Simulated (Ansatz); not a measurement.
# Squeezing and shearing H5C5NCl2 (P2_1/m) (156 atoms): runs compared

Aim: relax H5C5NCl2 (P2_1/m) (156 atoms), then change its volume and shape to read moduli from the stress.

Computed with Ansatz 0.2.0: Kohn-Sham DFT, revPBE+D4, PAW (set soft_2), plane waves.

## (1) The cell as built

The cell holds 156 atoms: 60 H, 60 C, 12 N and 24 Cl. Its edges and angles: a = 13.541 Å, b = 15.850 Å, c = 8.898 Å, α = 90.0°, β = 99.2°, γ = 90.0°. It derives from H5C5NCl2 (P2_1/m), repeated 3×2×1. H5C5NCl2, space group P2_1/m, structure from the Crystallography Open Database, 3 x 2 x 1 conventional cells; every coordinate displaced by a Gaussian of 0.01 Å; bonds to H set to neutron lengths (C-H 1.089, N-H 1.015, O-H 0.983, B-H 1.19 Å) where the listed ones are shorter.

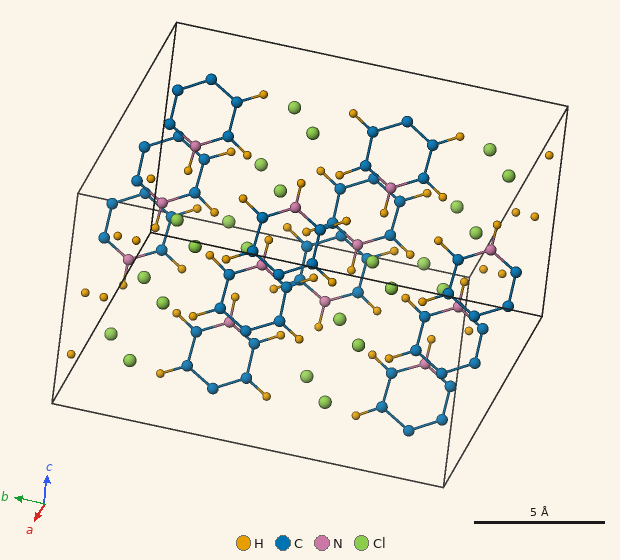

The cell as built. Bonds to atoms that aren't drawn are left out.

What the set-up can't give: Sampling is at Γ alone.

## (2) The reference run

The reference is a single point at the end of the relaxation.

Every strained cell starts from the geometry of this run, and its atoms are relaxed with the cell held.

Its input, with most atom lines left out:

```yaml
crystal:
  lattice:
    - [13.59, -0.00027, -0.18558]
    - [-0.00031, 15.94575, 0.00143]
    - [-1.54399, 0.00082, 8.57803]
  atoms:
    - { symbol: H, position: [0.06999, 0.12508, 0.45214] }
    - { symbol: H, position: [0.26324, 0.37492, 0.5473] }
    - { symbol: H, position: [0.11357, 0.49446, 0.3565] }
    - { symbol: H, position: [0.2196, 0.24436, 0.64318] }
    - { symbol: H, position: [0.22012, 0.00522, 0.64308] }
    - { symbol: H, position: [0.11354, 0.25565, 0.35636] }
    - { symbol: H, position: [0.22309, 0.48896, 0.15498] }
    [... atom lines 8 to 156 left out ...]
kpoints:
  mp_grid: { grid: [1, 1, 1] }
hamiltonian:
  xc: revpbe
  dispersion: d4
scf:
  occupations: { method: fermi_dirac, width: 0.05 }
output:
  forces: true
  stress: true
  populations: true
  dos:
    method: { smearing: { sigma: 0.15 } }
    de: 0.1
    projected: { site_lists: { C: [C], Cl: [Cl], H: [H], "N": ["N"] } }
  eigenvalues: true
  write_density: true
  write_potential: true
  volumetric_format: npy
  elf: true
```

```
free energy per atom   : -299.4661 eV/atom
r.m.s. force component : 0.00353 eV/Å
pressure               : 0.002547 GPa
```

Filled and empty levels are parted by 2.79 eV at Γ alone; the mesh holds the band edges only if they fold onto it, so the gap at this level can be narrower or closed, while semilocal functionals tend to narrow gaps against experiment.

## (3) The runs

Each row is one run, on 4 threads of Intel Xeon 6975P-C (Granite Rapids), shared host. The free energy is the program's total, comparable only between runs with the same functional, potentials and atoms.

| run | atoms | outcome | ionic steps, all passes | free energy (eV) | time | host memory (GiB) |
| --- | --- | --- | --- | --- | --- | --- |
| Single point at the start | 156 | converged | - | -46714.526 | 9.3 s | 2.5 |
| Cell and atoms relaxed | 156 | converged | 12 | -46716.713 | 2.2 min | 2.6 |
| Single point at the relaxed geometry | 156 | converged | - | -46716.713 | 16 s | 2.5 |
| Volume -3 % | 156 | converged | 3 | -46716.648 | 39 s | 2.5 |
| Volume +3 % | 156 | converged | 3 | -46716.664 | 40 s | 2.6 |
| Volume -6 % | 156 | converged | 5 | -46716.432 | 62 s | 2.4 |
| Volume +6 % | 156 | converged | 5 | -46716.546 | 66 s | 2.6 |
| Volume -10 % | 156 | converged | 5 | -46715.793 | 60 s | 2.4 |
| Stretched by 1 % along x | 156 | converged | 3 | -46716.705 | 39 s | 2.5 |
| Compressed by 1 % along x | 156 | converged | 3 | -46716.704 | 40 s | 2.5 |
| Sheared by 2 % in xy | 156 | converged | 3 | -46716.700 | 38 s | 2.5 |

In some runs the program notes that the SCF threshold is loose for the stress.

## (4) Pressure against volume

Atoms are relaxed at each volume, in the scaled cell.

| volume change (%) | volume (Å³/atom) | energy change (meV/atom) | pressure (GPa) | largest move on relaxing (Å) | bonds | gap (eV) |
| --- | --- | --- | --- | --- | --- | --- |
| -10 | 10.698 | 5.90 | 1.91 | 0.22 | 144 | 2.96 |
| -6 | 11.173 | 1.80 | 0.91 | 0.15 | 144 | 2.87 |
| -3 | 11.530 | 0.42 | 0.36 | 0.08 | 144 | 2.83 |
| +0 | 11.887 | 0.00 | 0.00 | - | 144 | 2.79 |
| +3 | 12.243 | 0.31 | -0.25 | 0.08 | 144 | 2.76 |
| +6 | 12.600 | 1.07 | -0.41 | 0.19 | 144 | 2.76 |

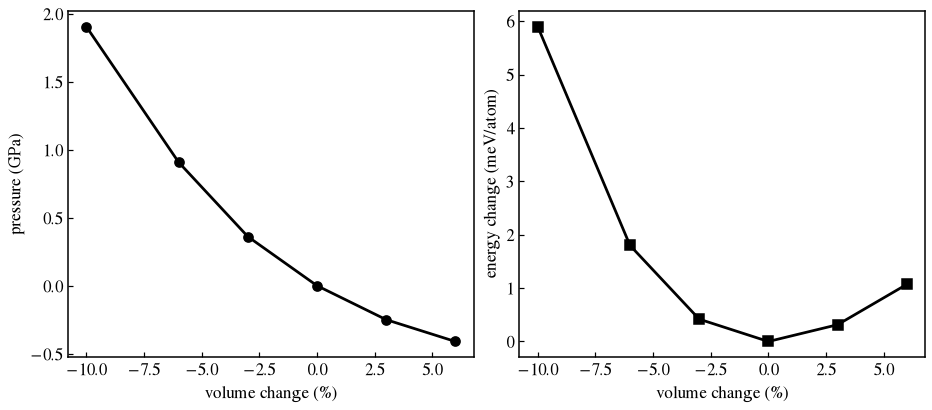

Pressure and energy against volume.

## (5) Uniaxial strain and shear

Stress (GPa, compression positive) less that of the relaxed cell, atoms relaxed:

```csv
strain,xx,yy,zz,xy,energy change (meV/atom)
stretched by 1 % along x,-0.117,-0.007,-0.112,-0.003,0.05
compressed by 1 % along x,0.128,0.011,0.116,-0.002,0.06
sheared by 2 % in xy,0.003,0.019,-0.001,-0.130,0.08
```

## (6) Findings

The bulk modulus, from the slope of pressure against ln V over the three points nearest the relaxed volume, is 10.2 GPa; a quadratic over all points gives a pressure derivative of about 13. The gap goes from 2.96 eV at the smallest volume to 2.76 eV at the largest, -1.2 eV per unit of ln V by a straight line, not monotonically (lowest 2.76, highest 2.96 eV), on the run's k-points. In the Cartesian axes of the cell, finite differences give C11 = 12.3, C12 = 0.939, C13 = 11.4 and C66 = 6.51 GPa (the shear of 2 % is the engineering strain, εxy = 0.01).

Caveats: Strains are finite and relaxations stop at the force tolerance of the input, which can leave moduli too stiff; they are those of a static cell at zero temperature. Volumes are changed with the cell's shape held, so in an anisotropic solid the modulus lies over the one under free hydrostatic load. The program notes that the SCF threshold of the relaxations is loose for the stress.

The DFT runs together took 9 min of wall time.

[Logs are printed without paths, hosts, clocks, repeated set-up lines and the standing remarks that a program may print on its own settings, such as how far it seeks lower states.]

[Hosts, paths, dates, database ids (printed as entryN), source tags and the programs' standing remarks are cut or masked in the printed files.]
